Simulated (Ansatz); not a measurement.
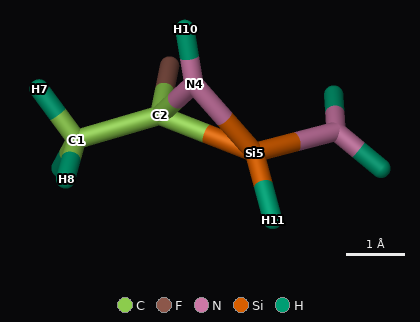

Fig. 1: The input geometry (stick view, seen at a tilt; atoms are numbered from 1 in the order of the input).

C2H7FN2Si: nudged elastic band (part 1 of 2)

C2H7FN2Si, SMILES CC1(F)N[SiH]1N, computed with RKS BLYP-D4/6-31G* (Ansatz 0.2.0).

It belongs to a series of runs on one base structure; here: band between the two ends. Figures and captions count atoms from 1; the log counts them from 0 in places.

Log:
```
Engine: ansatz 0.2.0, x86_64-unknown-linux-gnu
Functional definition: BLYP
  parameter beta = 0.0042
  parameter a = 0.04918
  parameter b = 0.132
  parameter c = 0.2533
  parameter d = 0.349
  exchange = b88_x(beta = beta)
  correlation = lyp_c(a = a, b = b, c = c, d = d)
1332 factors; their error is unknown
mean field evaluation 1: about -15741.3983 eV, gradient 9.3e1 eV
mean field evaluation 2: about -15693.9088 eV, gradient 1.6e2 eV
mean field evaluation 4: about -15758.7549 eV, gradient 1.5e1 eV
mean field evaluation 8: about -15759.2146 eV, gradient 1.9e-1 eV
mean field evaluation 16: about -15759.1147 eV, gradient 4.2e-3 eV
mean field -15759.11472829 eV, -579.1367843530 hartree, gradient 3.2e-5 eV, S^2 0.000000; 0 other end points of the search recorded, 0 dependent functions left out
the calculation of the forces begins
reference -15759.11504007 eV, -579.1367958108 hartree; 28, 28 occupied and 80, 80 virtual orbitals, 1332 factors
1332 factors; their error is unknown
mean field evaluation 32: about -15759.1196 eV, gradient 3.7e-1 eV
mean field -15759.11988128 eV, -579.1369737220 hartree, gradient 3.7e-5 eV, S^2 0.000000; 0 other end points of the search recorded, 0 dependent functions left out
[... from here on the field's lines of each further geometry are left out, up to the last ...]
NEB iter   1: max|band force component| = 8.603e0 eV/Å  barrier→ = 1.6697 eV  barrier← = 1.6772 eV  Δτ_max = 0.1834 Å  (285 SCF iters)
NEB iter   2: max|band force component| = 1.437e0 eV/Å  barrier→ = 0.7251 eV  barrier← = 0.7326 eV  Δτ_max = 0.1983 Å  (222 SCF iters)
NEB iter   3: max|band force component| = 9.125e-1 eV/Å  barrier→ = 0.3425 eV  barrier← = 0.3500 eV  Δτ_max = 0.1992 Å  (218 SCF iters)
NEB iter   4: max|band force component| = 6.310e-1 eV/Å  barrier→ = 0.1939 eV  barrier← = 0.2014 eV  Δτ_max = 0.1983 Å  (212 SCF iters)
NEB iter   5: max|band force component| = 5.269e-1 eV/Å  barrier→ = 0.1287 eV  barrier← = 0.1362 eV  Δτ_max = 0.1991 Å  (213 SCF iters)
NEB iter   6: max|band force component| = 6.366e-1 eV/Å  barrier→ = 0.0837 eV  barrier← = 0.0912 eV  Δτ_max = 0.0992 Å  (216 SCF iters)
NEB iter   7: max|band force component| = 5.136e-1 eV/Å  barrier→ = 0.0377 eV  barrier← = 0.0452 eV  Δτ_max = 0.0987 Å  (221 SCF iters)
NEB iter   8: max|band force component| = 2.418e-1 eV/Å  barrier→ = 0.0086 eV  barrier← = 0.0161 eV  CI = image 1  Δτ_max = 0.1290 Å  (213 SCF iters)
NEB iter   9: max|band force component| = 3.316e-1 eV/Å  barrier→ = 0.0034 eV  barrier← = 0.0109 eV  CI = image 2  Δτ_max = 0.0890 Å  (216 SCF iters)
NEB iter  10: max|band force component| = 2.234e-1 eV/Å  barrier→ = 0.0017 eV  barrier← = 0.0092 eV  CI = image 1  Δτ_max = 0.0567 Å  (217 SCF iters)
NEB iter  11: max|band force component| = 8.155e-2 eV/Å  barrier→ = 0.0013 eV  barrier← = 0.0088 eV  CI = image 1  Δτ_max = 0.2000 Å  (221 SCF iters)
NEB iter  12: max|band force component| = 7.084e-1 eV/Å  barrier→ = 0.0469 eV  barrier← = 0.0544 eV  CI = image 6  Δτ_max = 0.1017 Å  (210 SCF iters)
NEB iter  13: max|band force component| = 6.707e-1 eV/Å  barrier→ = 0.0657 eV  barrier← = 0.0732 eV  CI = image 3  Δτ_max = 0.0502 Å  (215 SCF iters)
NEB iter  14: max|band force component| = 2.724e-1 eV/Å  barrier→ = 0.0119 eV  barrier← = 0.0194 eV  CI = image 3  Δτ_max = 0.0999 Å  (220 SCF iters)
NEB iter  15: max|band force component| = 2.733e-1 eV/Å  barrier→ = 0.0125 eV  barrier← = 0.0200 eV  CI = image 3  Δτ_max = 0.0498 Å  (218 SCF iters)
NEB iter  16: max|band force component| = 1.855e-1 eV/Å  barrier→ = 0.0035 eV  barrier← = 0.0110 eV  CI = image 3  Δτ_max = 0.0501 Å  (220 SCF iters)
NEB iter  17: max|band force component| = 1.600e-1 eV/Å  barrier→ = 0.0051 eV  barrier← = 0.0126 eV  CI = image 3  Δτ_max = 0.0499 Å  (221 SCF iters)
NEB iter  18: max|band force component| = 1.316e-1 eV/Å  barrier→ = 0.0054 eV  barrier← = 0.0129 eV  CI = image 3  Δτ_max = 0.0267 Å  (224 SCF iters)
NEB iter  19: max|band force component| = 9.338e-2 eV/Å  barrier→ = 0.0059 eV  barrier← = 0.0134 eV  CI = image 3  Δτ_max = 0.0477 Å  (228 SCF iters)
NEB iter  20: max|band force component| = 1.600e-1 eV/Å  barrier→ = 0.0052 eV  barrier← = 0.0127 eV  CI = image 3  Δτ_max = 0.0241 Å  (221 SCF iters)
NEB iter  21: max|band force component| = 5.013e-2 eV/Å  barrier→ = 0.0016 eV  barrier← = 0.0091 eV  CI = image 3  Δτ_max = 0.0241 Å  (227 SCF iters)
the calculation of the forces begins
reference -15759.12053862 eV, -579.1369978788 hartree; 28, 28 occupied and 80, 80 virtual orbitals, 1332 factors
1332 factors; their error is unknown
mean field evaluation 1376: about -15759.2086 eV, gradient 1.6e0 eV
mean field -15759.11286593 eV, -579.1367159124 hartree, gradient 4.2e-5 eV, S^2 0.000000; 1 other end points of the search recorded, 0 dependent functions left out
the calculation of the forces begins
reference -15759.11317987 eV, -579.1367274495 hartree; 28, 28 occupied and 80, 80 virtual orbitals, 1332 factors
NEB iter  22: max|band force component| = 4.130e-2 eV/Å  barrier→ = 0.0004 eV  barrier← = 0.0079 eV  CI = image 3  Δτ_max = 0.0000 Å  (476 SCF iters)
```

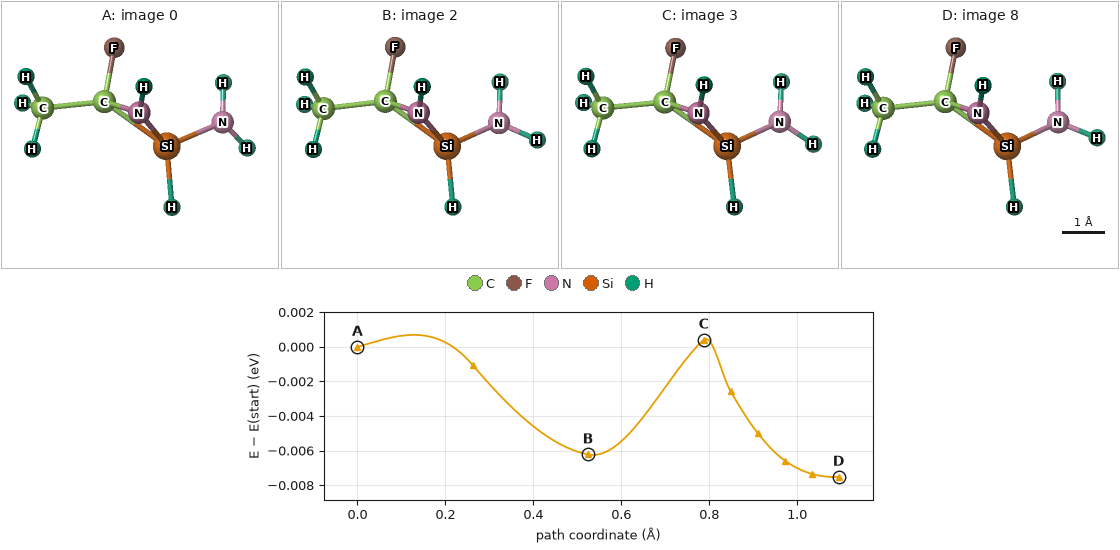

Fig. 2: Images of the last band (counted from 0; ball-and-stick, seen at a tilt) above the energy along the path; the line is a cubic interpolation that uses the forces. The highest image is number 3, 0.000 eV above the start and 0.008 eV above the end (the climbing image); the end lies 0.008 eV below the start. The path is 1.09 Å long. The band converged in 22 iterations.

```
WARN: NEB: the barrier is in doubt: the path turns back at the climbing image. Check it with more images (neb.images), a lower neb.f_tol or relaxed end points
Total energy: -15759.72662356 eV, -579.1592710895 hartree
Atom 0 at     0.550779    -1.822800     0.857685 Å, force    -0.011580    -0.018754     0.022400 eV/Å
Atom 1 at     0.386325    -0.420511     0.312252 Å, force     0.042964     0.033574    -0.023139 eV/Å
Atom 2 at     1.087700     0.472447     1.221259 Å, force    -0.010825    -0.009284     0.007679 eV/Å
Atom 3 at     0.706775    -0.153194    -1.085527 Å, force    -0.012072     0.028473     0.007094 eV/Å
Atom 4 at    -0.823913     0.569451    -0.715750 Å, force     0.000107    -0.023700    -0.008511 eV/Å
Atom 5 at    -1.084327     2.211140    -0.281040 Å, force    -0.042883     0.013996     0.011283 eV/Å
Atom 6 at     1.621050    -2.103293     0.869564 Å, force    -0.001619     0.008360    -0.002516 eV/Å
Atom 7 at     0.007340    -2.545357     0.230418 Å, force    -0.003463     0.001300    -0.004362 eV/Å
Atom 8 at     0.167581    -1.886107     1.888610 Å, force    -0.001117    -0.007621     0.002285 eV/Å
Atom 9 at     1.666351    -0.000709    -1.412156 Å, force     0.004823    -0.020004    -0.012396 eV/Å
Atom 10 at    -1.986979     0.142460    -1.543450 Å, force     0.006955    -0.005257     0.005970 eV/Å
Atom 11 at    -1.797113     2.800925    -0.704461 Å, force     0.009279     0.006182    -0.012310 eV/Å
Atom 12 at    -0.481169     2.700748     0.377496 Å, force     0.019430    -0.007264     0.006522 eV/Å
Dipole moment:    -0.147732     0.254440    -0.158462 e Å
this run last wrote the band of iteration 22 to [file]
```

The last band as extended XYZ (Å, eV, eV/Å):
```
13
Properties=species:S:1:pos:R:3:forces:R:3 image=0 energy=-15759.72673
C     0.5345   -1.8286    0.8501    0.0006  -0.0019   0.0021
C     0.3925   -0.4125    0.3308   -0.0028   0.0000   0.0057
F     1.0725    0.4545    1.2777   -0.0005  -0.0019  -0.0046
N     0.7399   -0.1153   -1.0503   -0.0081   0.0046   0.0055
Si   -0.7978    0.5874   -0.7221    0.0005  -0.0059  -0.0007
N    -1.0212    2.2669   -0.4060    0.0031   0.0032  -0.0064
H     1.6026   -2.1156    0.8852    0.0004   0.0003  -0.0011
H     0.0043   -2.5341    0.1922   -0.0004   0.0008  -0.0002
H     0.1238   -1.9133    1.8688   -0.0001  -0.0011  -0.0004
H     1.6989   -0.0269   -1.3991    0.0105  -0.0001  -0.0044
H    -1.9610    0.1354   -1.5390    0.0003   0.0019   0.0011
H    -1.9143    2.7283   -0.5720   -0.0039  -0.0001   0.0022
H    -0.4544    2.7390    0.2986    0.0003   0.0001   0.0014
13
Properties=species:S:1:pos:R:3:forces:R:3 image=1 energy=-15759.72778
C     0.5433   -1.8254    0.8490    0.0018  -0.0004   0.0003
C     0.3972   -0.4110    0.3255    0.0007   0.0044   0.0026
F     1.0868    0.4594    1.2626    0.0000  -0.0026  -0.0041
N     0.7286   -0.1197   -1.0609   -0.0011  -0.0011  -0.0031
Si   -0.8130    0.5763   -0.7069   -0.0010  -0.0014   0.0019
N    -1.1052    2.2148   -0.2768   -0.0104  -0.0062   0.0155
H     1.6117   -2.1114    0.8769    0.0007   0.0001  -0.0006
H     0.0085   -2.5330    0.1973    0.0004   0.0006   0.0003
H     0.1398   -1.9069    1.8709    0.0015   0.0006   0.0004
H     1.6860   -0.0301   -1.4147   -0.0012   0.0001  -0.0011
H    -1.9681    0.1291   -1.5351   -0.0007  -0.0008   0.0001
H    -1.8130    2.7967   -0.7194    0.0127   0.0082  -0.0180
H    -0.4823    2.7264    0.3464   -0.0033  -0.0014   0.0058
13
Properties=species:S:1:pos:R:3:forces:R:3 image=2 energy=-15759.73294
C     0.5495   -1.8093    0.8488    0.0033  -0.0185  -0.0157
C     0.4007   -0.3973    0.3197    0.0265   0.0225   0.0319
F     1.1023    0.4772    1.2441   -0.0207  -0.0046  -0.0193
N     0.7084   -0.1156   -1.0714   -0.0111  -0.0122  -0.0052
Si   -0.8403    0.5656   -0.6970    0.0006   0.0004  -0.0044
N    -1.1829    2.1841   -0.2016    0.0225  -0.0050  -0.0020
H     1.6187   -2.0913    0.8827    0.0033   0.0043  -0.0055
H     0.0215   -2.5177    0.1927   -0.0029  -0.0112   0.0120
H     0.1410   -1.8934    1.8682   -0.0030   0.0117   0.0034
H     1.6589   -0.0235   -1.4420   -0.0056   0.0090   0.0078
H    -1.9867    0.0934   -1.5212   -0.0030   0.0087  -0.0119
H    -1.6550    2.8414   -0.8230   -0.0038  -0.0031   0.0057
H    -0.5158    2.6517    0.4149   -0.0062  -0.0021   0.0031
13
Properties=species:S:1:pos:R:3:forces:R:3 image=3 energy=-15759.72631
C     0.5508   -1.8228    0.8577   -0.0116  -0.0188   0.0224
C     0.3863   -0.4205    0.3123    0.0430   0.0336  -0.0231
F     1.0877    0.4724    1.2213   -0.0108  -0.0093   0.0077
N     0.7068   -0.1532   -1.0855   -0.0121   0.0285   0.0071
Si   -0.8239    0.5695   -0.7157    0.0001  -0.0237  -0.0085
N    -1.0843    2.2111   -0.2810   -0.0429   0.0140   0.0113
H     1.6211   -2.1033    0.8696   -0.0016   0.0084  -0.0025
H     0.0073   -2.5454    0.2304   -0.0035   0.0013  -0.0044
H     0.1676   -1.8861    1.8886   -0.0011  -0.0076   0.0023
H     1.6664   -0.0007   -1.4122    0.0048  -0.0200  -0.0124
H    -1.9870    0.1425   -1.5434    0.0070  -0.0053   0.0060
H    -1.7971    2.8009   -0.7045    0.0093   0.0062  -0.0123
H    -0.4812    2.7007    0.3775    0.0194  -0.0073   0.0065
13
Properties=species:S:1:pos:R:3:forces:R:3 image=4 energy=-15759.72930
C     0.5531   -1.8192    0.8563   -0.0004  -0.0056  -0.0125
C     0.3928   -0.4152    0.3102    0.0053   0.0145   0.0186
F     1.1004    0.4730    1.2184   -0.0010   0.0004  -0.0026
N     0.6998   -0.1459   -1.0877   -0.0012   0.0067   0.0008
Si   -0.8315    0.5687   -0.7069    0.0006  -0.0008   0.0054
N    -1.1094    2.2031   -0.2491   -0.0244  -0.0043   0.0177
H     1.6222   -2.1041    0.8614   -0.0006   0.0019  -0.0005
H     0.0024   -2.5388    0.2318   -0.0004  -0.0015  -0.0020
H     0.1763   -1.8819    1.8897   -0.0026   0.0054  -0.0037
H     1.6552   -0.0198   -1.4366    0.0036  -0.0097  -0.0086
H    -1.9973    0.1354   -1.5265    0.0009  -0.0071   0.0027
H    -1.7718    2.8147   -0.7216    0.0188   0.0049  -0.0167
H    -0.4718    2.6951    0.3756    0.0015  -0.0049   0.0012
13
Properties=species:S:1:pos:R:3:forces:R:3 image=5 energy=-15759.73171
C     0.5512   -1.8173    0.8537   -0.0029   0.0038   0.0028
C     0.3942   -0.4095    0.3151    0.0048  -0.0092  -0.0120
F     1.0932    0.4739    1.2317    0.0040   0.0087   0.0105
N     0.7089   -0.1343   -1.0794   -0.0075   0.0062  -0.0009
Si   -0.8312    0.5671   -0.7076    0.0036   0.0009   0.0072
N    -1.1391    2.1925   -0.2284   -0.0135  -0.0063   0.0102
H     1.6206   -2.1005    0.8691   -0.0004   0.0038  -0.0021
H     0.0084   -2.5344    0.2195   -0.0010   0.0030  -0.0030
H     0.1633   -1.8861    1.8825   -0.0005  -0.0004  -0.0011
H     1.6652   -0.0144   -1.4277   -0.0008  -0.0031  -0.0038
H    -1.9850    0.1248   -1.5392   -0.0006  -0.0049   0.0031
H    -1.7416    2.8200   -0.7584    0.0202   0.0041  -0.0131
H    -0.4879    2.6833    0.3842   -0.0054  -0.0067   0.0021
```
